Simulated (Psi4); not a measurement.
# HF/cc-pVTZ-F12 (density fitting) run of AlHCl2 (SMILES [H][Al]([Cl])[Cl])

Aim: the electrostatic solvation energy at fixed shape (IEF-PCM, chlorobenzene) of AlHCl2 at HF/cc-pVTZ-F12 (density fitting), from 2 runs. 

Program for the calculation: Psi4 1.11.

**1. The system as given**

AlHCl2 has 4 atoms, charge 0, and is taken as a singlet. SMILES: `[H][Al]([Cl])[Cl]`. The shape comes from GFN2-xTB, which is rough for such elements, and wasn't checked as a minimum.

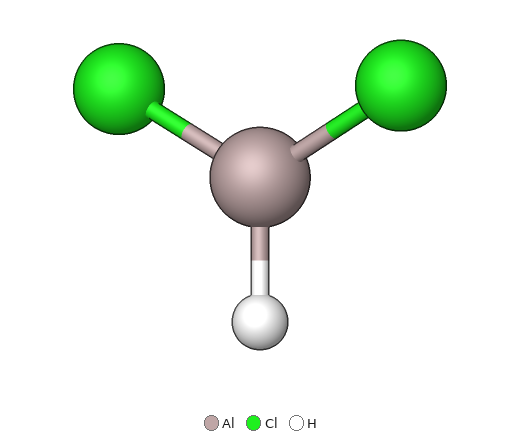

Viewed from a chosen angle; aluminium light grey, chlorine green, hydrogen white.

**2. The energy at HF/cc-pVTZ-F12 (density fitting)**

The input, job.py:

```python
import psi4

psi4.set_memory(1600000000)
psi4.set_num_threads(1)
psi4.core.set_output_file('psi4.out', False)

m = psi4.geometry("""
Al    -0.09023442    -0.15242531    -0.00079368
Cl     3.72625646    -0.34506399     0.02698529
Cl    -2.07053512     3.11784024    -0.02991436
H     -1.56546802    -2.62035094     0.00374166
units bohr
symmetry c1
no_reorient
no_com
""")

psi4.set_options({
    'scf_type': 'df',
})

result, w = psi4.energy("hf/cc-pVTZ-F12", return_wfn=True)
print(f'total energy {result:.8f} hartree = {result * 27.211386:.5f} eV')
```

Run with:

```console
$ python job.py
```

psi4.out:

```text
[...]
  Running in c1 symmetry.
[...]
  Nuclear repulsion =  168.858064394059824
[...]
  Multiplicity = 1
[...]
  Nalpha       = 24
  Nbeta        = 24
[...]
    Number of basis functions: 204
[...]
   @DF-RHF iter   1: -1161.68284849926295   -4.70402e-01   1.47407e-03 DIIS/ADIIS
[...]
   @DF-RHF iter   7: -1161.70822158321107   -1.37392e-07   3.53969e-07 DIIS
[...]
    Orbital Energies [Eh]
    ---------------------
    Doubly Occupied:
       1A   -104.833304     2A   -104.833190     3A    -58.524171
       4A    -10.561454     5A    -10.561323     6A     -8.028105
       7A     -8.027973     8A     -8.027282     9A     -8.027181
      10A     -8.027152    11A     -8.027052    12A     -4.938232
      13A     -3.253578    14A     -3.252877    15A     -3.251228
      16A     -1.106053    17A     -1.092321    18A     -0.609864
      19A     -0.536050    20A     -0.519174    21A     -0.497511
      22A     -0.480002    23A     -0.472978    24A     -0.458101
[...]
  @DF-RHF Final Energy: -1161.70822158321107
   => Energetics <=
    Nuclear Repulsion Energy =            168.8580643940598236
    One-Electron Energy =               -1945.2403037282592777
    Two-Electron Energy =                 614.6740177509883551
    Total Energy =                      -1161.7082215832110705
[...]
 Multipole Moments:
 ------------------------------------------------------------------------------------
     Multipole            Electronic (a.u.)      Nuclear  (a.u.)        Total (a.u.)
 ------------------------------------------------------------------------------------
 L = 1.  Multiply by 2.5417464519 to convert [e a0] to [Debye]
 Dipole X            :        -25.5345482           25.4087473           -0.1258009
 Dipole Y            :        -42.7501861           42.5353163           -0.2148698
 Dipole Z            :          0.0552951           -0.0563704           -0.0010753
 Magnitude           :                                                    0.2489901
[...]
```

The script printed:

```text
total energy -1161.70822158 hartree = -31611.69084 eV
```

It took 3.3 s on 1 thread of Intel Xeon 6975P-C (Granite Rapids), shared host; peak memory 0.45 GiB.

**3. The energy at HF/cc-pVTZ-F12 (density fitting, IEF-PCM chlorobenzene)**

The input, alcl2h.py:

```python
import psi4

psi4.set_memory('1600 MB')
psi4.set_num_threads(1)
psi4.set_output_file('output.dat', False)

geom = psi4.geometry("""
0 1
Al
Cl 1 2.022225
Cl 1 2.023165 2 124.08814
H 1 1.52151 2 117.97825 3 -179.9215
units angstrom
symmetry c1
no_reorient
no_com
""")

psi4.set_options({
    'basis': 'cc-pVTZ-F12',
    'scf_type': 'df',
    'pcm': True,
})
psi4.pcm_helper("""
  Units = Angstrom
  Medium {
    SolverType = IEFPCM
    Solvent = Chlorobenzene
  }
  Cavity {
    Type = GePol
    RadiiSet = UFF
    Scaling = False
    Area = 0.5
    Mode = Implicit
  }
""")

e = psi4.energy("scf", molecule=geom)
print(f'scf energy: {e:.10f} Eh')
```

Run with:

```console
$ python alcl2h.py
```

output.dat:

```text
[...]
  Running in c1 symmetry.
[...]
  Nuclear repulsion =  168.858061372534621
[...]
  Multiplicity = 1
[...]
  Nalpha       = 24
  Nbeta        = 24
[...]
    Number of basis functions: 204
[...]
   @DF-RHF iter   1: -1161.68853481917631   -4.72410e-01   1.47718e-03 ADIIS/DIIS
[...]
   @DF-RHF iter   7: -1161.71430425401650   -8.31290e-08   2.86089e-07 DIIS
[...]
    Orbital Energies [Eh]
    ---------------------
    Doubly Occupied:
       1A   -104.827074     2A   -104.827000     3A    -58.517267
       4A    -10.555481     5A    -10.555391     6A     -8.022168
       7A     -8.022077     8A     -8.021339     9A     -8.021264
      10A     -8.021250    11A     -8.021175    12A     -4.930674
      13A     -3.245894    14A     -3.245515    15A     -3.243770
      16A     -1.100712    17A     -1.087274    18A     -0.603006
      19A     -0.531410    20A     -0.512865    21A     -0.491524
      22A     -0.475204    23A     -0.468852    24A     -0.451737
[...]
  @DF-RHF Final Energy: -1161.71430425401650
   => Energetics <=
    Nuclear Repulsion Energy =            168.8580613725346211
    One-Electron Energy =               -1945.1039849798651176
    Two-Electron Energy =                 614.5383633288047349
    PCM Polarization Energy =              -0.0067439754907120
    Total Energy =                      -1161.7143042540164970
[...]
 Multipole Moments:
 ------------------------------------------------------------------------------------
     Multipole            Electronic (a.u.)      Nuclear  (a.u.)        Total (a.u.)
 ------------------------------------------------------------------------------------
 L = 1.  Multiply by 2.5417464519 to convert [e a0] to [Debye]
 Dipole X            :          0.0032405           -0.0017603            0.0014802
 Dipole Y            :          1.4511749           -1.7292551           -0.2780803
 Dipole Z            :          0.7734990           -0.9181488           -0.1446498
 Magnitude           :                                                    0.3134556
[...]
```

The script printed:

```text
scf energy: -1161.7143042540 Eh
```

Wall time 9 s (1 thread of Intel Xeon 6975P-C (Granite Rapids), shared host); peak memory 0.45 GiB.

**4. Summary of results**

At HF/cc-pVTZ-F12 (density fitting):

```
                                          quantity           value
                           gas phase: total energy  -1161.70822 Eh
                          gas phase: dipole moment          0.63 D
                            gas phase: HOMO energy       -12.47 eV
                            gas phase: LUMO energy         0.62 eV
                          gas phase: HOMO–LUMO gap        13.08 eV
              IEF-PCM, chlorobenzene: total energy  -1161.71430 Eh
             IEF-PCM, chlorobenzene: dipole moment          0.80 D
               IEF-PCM, chlorobenzene: HOMO energy       -12.29 eV
               IEF-PCM, chlorobenzene: LUMO energy         0.78 eV
             IEF-PCM, chlorobenzene: HOMO–LUMO gap        13.07 eV
IEF-PCM, chlorobenzene: solvent term in the energy    -17.7 kJ/mol
  energy change from gas to solvent at fixed shape       -0.166 eV
```

In words: The solvent model (IEF-PCM, chlorobenzene) lowers the energy by 0.17 eV (−3.8 kcal/mol) at the same shape. It holds the electrostatic part alone, without cavity or dispersion terms.
